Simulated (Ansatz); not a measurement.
**CH2FGaO: how energies converge with the basis set**

How large a basis does CH2FGaO need? Two functionals are run in growing sets.

Computed with Ansatz 0.2.0, Gaussian basis. Level: one geometry, several basis sets.

Plan: PBE0-D4/def2-SVP; ωB97M-V/def2-SVP; PBE0-D4/def2-QZVPP; ωB97M-V/def2-QZVPP; the functionals' def2-TZVPP values are taken from earlier runs.

**1. The relaxed structure**

An earlier PBE0-D4 in a triple-zeta def2 set relaxation fixed the geometry.

6 atoms, charge 0, spin multiplicity 1.

Atoms are counted from 1 here; the program's logs count them from 0.

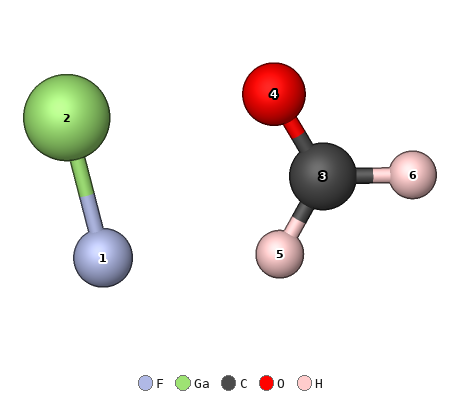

The structure; fluorine light blue, gallium green, carbon dark grey, oxygen red, hydrogen pink; atoms are numbered from 1 in the order of the file.

**2. PBE0-D4 in def2-SVP**

in.yaml

```yaml
crystal:
  periodic: [false, false, false]
  atoms:
    - {symbol: F, position_ang: [0.185902, -1.883891, 0.584214]}
    - {symbol: Ga, position_ang: [-1.563345, -1.720217, 0.104123]}
    - {symbol: C, position_ang: [0.375193, 0.886449, -0.179046]}
    - {symbol: O, position_ang: [-0.789814, 0.674977, -0.404966]}
    - {symbol: H, position_ang: [1.028903, 0.092126, 0.214536]}
    - {symbol: H, position_ang: [0.805160, 1.886455, -0.364960]}
basis:
  gaussian: {orbitals: def2-SVP}
hamiltonian: {xc: pbe0, dispersion: d4}
output: {orbitals: {seedname: orbitals}}
```

Run with:

```
> ansatz run in.yaml --threads 2 --pin off --events-out ev --progress --plain --max-ram 4352MiB
```

Log:

```text
Functional definition: PBE0
  name "PBE0"
  cite "Adamo & Barone, J. Chem. Phys. 110, 6158 (1999) doi:10.1063/1.478522"
  cite "Perdew, Burke & Ernzerhof, Phys. Rev. Lett. 77, 3865 (1996) doi:10.1103/PhysRevLett.77.3865"
  parent pbe
  parameter a = 0.25
  parameter kappa = 0.804
  parameter beta = 0.06672455060314922
  exchange = (1 - a)*pbe_x(kappa = kappa, mu = beta*pi^2/3) + a*exact_x
  correlation = pbe_c(beta = beta)
826 factors; integrals over basis functions are off by at most 1.2e-3 eV
mean field evaluation 1: about -58183.8397 eV, gradient 4.9e1 eV
mean field evaluation 2: about -58169.6390 eV, gradient 1.0e2 eV
mean field evaluation 4: about -58187.8779 eV, gradient 5.6e0 eV
mean field evaluation 8: about -58188.0650 eV, gradient 7.2e-1 eV
mean field evaluation 16: about -58188.0662 eV, gradient 4.3e-5 eV
mean field -58188.06624688 eV, -2138.3719932848 hartree, gradient 7.6e-6 eV, S^2 0.000000; 0 other end points of the search recorded, 0 dependent functions left out
reference -58188.06627215 eV, -2138.3719942137 hartree; 28, 28 occupied and 56, 56 virtual orbitals, 826 factors
Total energy: -58188.15899580 eV, -2138.3754017450 hartree
```

Wall time 1.1 s (2 threads of Arm Neoverse V2, shared host).

**3. ωB97M-V in def2-SVP**

in.yaml, as its differences from that of step 2:

```diff
@@ -11,3 +11,3 @@
   gaussian: {orbitals: def2-SVP}
-hamiltonian: {xc: pbe0, dispersion: d4}
+hamiltonian: {xc: {name: wB97M-V}}
 output: {orbitals: {seedname: orbitals}}
```

The command is unchanged.

Log, shortened:

```text
Functional definition: wB97M-V
  name "wB97M-V"
  cite "Mardirossian & Head-Gordon, J. Chem. Phys. 144, 214110 (2016) doi:10.1063/1.4952647"
  cite "Becke, J. Chem. Phys. 107, 8554 (1997) doi:10.1063/1.475007"
  cite "Vydrov & Van Voorhis, J. Chem. Phys. 133, 244103 (2010) doi:10.1063/1.3521275"
  # Of w^i u^j: cxij and so on, Table III.
[...]
  gx(w, u) = 1 - cx + cx01*u + cx10*w
  gss(w, u) = css00 + css04*u^4 + css10*w + css20*w^2 + css43*w^4*u^3
  gos(w, u) = cos00 + cos10*w + (cos20 + cos21*u)*w^2 + (cos60 + cos61*u)*w^6
[...]
      + integral(e_c_pw_mod_opposite_spin*gos(b97_w_opposite, b97_u_opposite)) + vv10(b, c)
826 factors; integrals over basis functions are off by at most 1.2e-3 eV
195 factors; integrals over basis functions are off by at most 1.1e-5 eV
[...]
mean field -58196.58061438 eV, -2138.6848905194 hartree, gradient 1.9e-5 eV, S^2 0.000000; 0 other end points of the search recorded, 0 dependent functions left out
reference -58196.58065606 eV, -2138.6848920510 hartree; 28, 28 occupied and 56, 56 virtual orbitals, 826 factors
Total energy: -58196.58065606 eV, -2138.6848920510 hartree
```

Wall time 4.4 s (2 threads of Arm Neoverse V2, shared host).

**4. PBE0-D4 in def2-QZVPP**

in.yaml, as its differences from that of step 3:

```diff
@@ -10,4 +10,4 @@
 basis:
-  gaussian: {orbitals: def2-SVP}
-hamiltonian: {xc: {name: wB97M-V}}
+  gaussian: {orbitals: "def2-QZVPP.json"}
+hamiltonian: {xc: pbe0, dispersion: d4}
 output: {orbitals: {seedname: orbitals}}
```

Same command.

Log:

```text
Functional definition: PBE0
  name "PBE0"
  cite "Adamo & Barone, J. Chem. Phys. 110, 6158 (1999) doi:10.1063/1.478522"
  cite "Perdew, Burke & Ernzerhof, Phys. Rev. Lett. 77, 3865 (1996) doi:10.1103/PhysRevLett.77.3865"
  parent pbe
  parameter a = 0.25
  parameter kappa = 0.804
  parameter beta = 0.06672455060314922
  exchange = (1 - a)*pbe_x(kappa = kappa, mu = beta*pi^2/3) + a*exact_x
  correlation = pbe_c(beta = beta)
1240 factors; their error is unknown
mean field evaluation 1: about -58197.8763 eV, gradient 5.8e1 eV
mean field evaluation 2: about -58179.7657 eV, gradient 1.2e2 eV
mean field evaluation 4: about -58203.1180 eV, gradient 6.1e0 eV
mean field evaluation 8: about -58203.1737 eV, gradient 2.6e-1 eV
mean field evaluation 16: about -58203.3293 eV, gradient 1.5e-4 eV
mean field -58203.32928940 eV, -2138.9328997520 hartree, gradient 3.0e-5 eV, S^2 0.000000; 0 other end points of the search recorded, 0 dependent functions left out
reference -58203.32932273 eV, -2138.9329009768 hartree; 28, 28 occupied and 292, 292 virtual orbitals, 1240 factors
Total energy: -58203.42204638 eV, -2138.9363085081 hartree
```

Wall time 5.5 s (2 threads of Arm Neoverse V2, shared host); peak memory 0.81 GiB.

**5. ωB97M-V in def2-QZVPP**

in.yaml, as its differences from that of step 4:

```diff
@@ -11,3 +11,3 @@
   gaussian: {orbitals: "def2-QZVPP.json"}
-hamiltonian: {xc: pbe0, dispersion: d4}
+hamiltonian: {xc: {name: wB97M-V}}
 output: {orbitals: {seedname: orbitals}}
```

Launched as before.

Log, shortened:

```text
Functional definition: wB97M-V
  name "wB97M-V"
  cite "Mardirossian & Head-Gordon, J. Chem. Phys. 144, 214110 (2016) doi:10.1063/1.4952647"
  cite "Becke, J. Chem. Phys. 107, 8554 (1997) doi:10.1063/1.475007"
  cite "Vydrov & Van Voorhis, J. Chem. Phys. 133, 244103 (2010) doi:10.1063/1.3521275"
  # Of w^i u^j: cxij and so on, Table III.
[...]
  gx(w, u) = 1 - cx + cx01*u + cx10*w
  gss(w, u) = css00 + css04*u^4 + css10*w + css20*w^2 + css43*w^4*u^3
  gos(w, u) = cos00 + cos10*w + (cos20 + cos21*u)*w^2 + (cos60 + cos61*u)*w^6
[...]
      + integral(e_c_pw_mod_opposite_spin*gos(b97_w_opposite, b97_u_opposite)) + vv10(b, c)
1235 factors; their error is unknown
238 factors; integrals over basis functions are off by at most 2.3e-5 eV
[...]
mean field -58211.95287787 eV, -2139.2498107827 hartree, gradient 2.0e-5 eV, S^2 0.000000; 0 other end points of the search recorded, 0 dependent functions left out
reference -58211.95293026 eV, -2139.2498127083 hartree; 28, 28 occupied and 292, 292 virtual orbitals, 1235 factors
Total energy: -58211.95293026 eV, -2139.2498127083 hartree
```

Run time: 13 s. Hardware: 2 threads of Arm Neoverse V2, shared host; peak memory 0.98 GiB.

**6. Density functionals: the series**

The def2-TZVPP values come from earlier runs at the same geometry.

| functional | basis | functions | energy (eV) | from the largest (eV) | HOMO (eV) | LUMO (eV) |
| --- | --- | --- | --- | --- | --- | --- |
| PBE0-D4 | def2-SVP | 84 | -58188.1590 | 15.263 | -6.90 | -1.69 |
| PBE0-D4 | def2-TZVPP | 169 | -58201.9114 | 1.511 | -7.00 | -1.87 |
| PBE0-D4 | def2-QZVPP | 320 | -58203.4220 | 0.000 | -7.04 | -1.92 |
| ωB97M-V | def2-SVP | 84 | -58196.5807 | 15.372 | -9.08 | 0.66 |
| ωB97M-V | def2-TZVPP | 169 | -58210.4933 | 1.460 | -9.19 | 0.45 |
| ωB97M-V | def2-QZVPP | 320 | -58211.9529 | 0.000 | -9.24 | 0.32 |

**7. Outcome**

| quantity | value |
| --- | --- |
| PBE0-D4: double and triple zeta above quadruple | 15.26, 1.51 eV |
| ωB97M-V: double and triple zeta above quadruple | 15.37, 1.46 eV |

What this shows: For PBE0-D4 the step from double to triple zeta gains 13.75 eV and the next only 1.51 eV. These are total energies; as a rule much of such shifts cancels in differences, which this series doesn't test.

For PBE0-D4 the largest set took about 5 times as long as the smallest (5.5 s against 1.1 s).
